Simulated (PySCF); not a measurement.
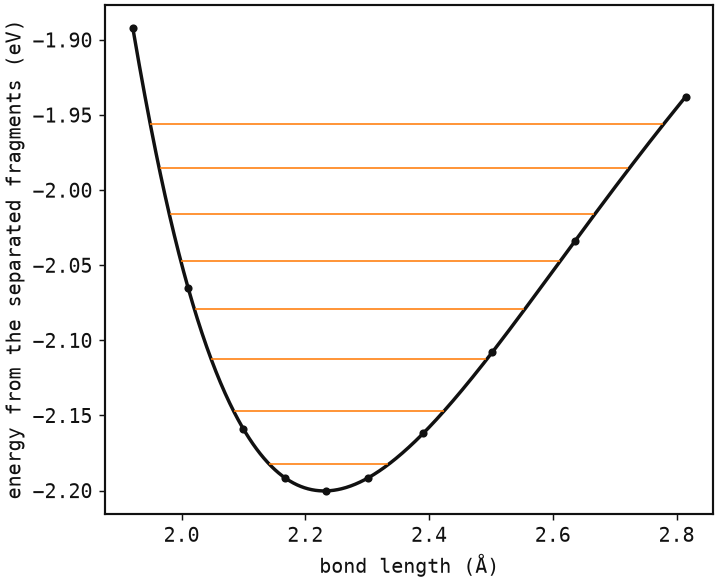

Bond curve of ClF⁻, doublet (excess alpha electrons: σ +1). PBEsol/def2-TZVPPD, PySCF, UKS. One reference determinant with the occupation held, the lowest that a PBE0 search over spins and occupations found; no spin-orbit coupling. Zero is the separated fragments in their ground configurations, without counterpoise. The fragments are Cl⁻ + F. 2 further points of the run are not drawn. Horizontal lines: vibrational levels from ωe and ωexe, starting at v = 0.

What constants does a Dunham fit to the curve give (main isotopes)?

Answer. re = 2.231 Å, ωe = 293 cm⁻¹, ωexe = 4.1 cm⁻¹, De = 2.20 eV, Be = 0.275 cm⁻¹.

How stiff is the bond?

Answer. The force constant is 0.62 mdyn/Å, which gives ωe = 293 cm⁻¹.

Give the computed points.

Answer.
```csv
r (Å),E (eV)
1.921,−1.89
2.011,−2.07
2.100,−2.16
2.167,−2.19
2.234,−2.20
2.301,−2.19
2.390,−2.16
2.502,−2.11
2.636,−2.03
2.815,−1.94
```

Caveats: lowest determinant of a PBE0 search, another state may lie lower.
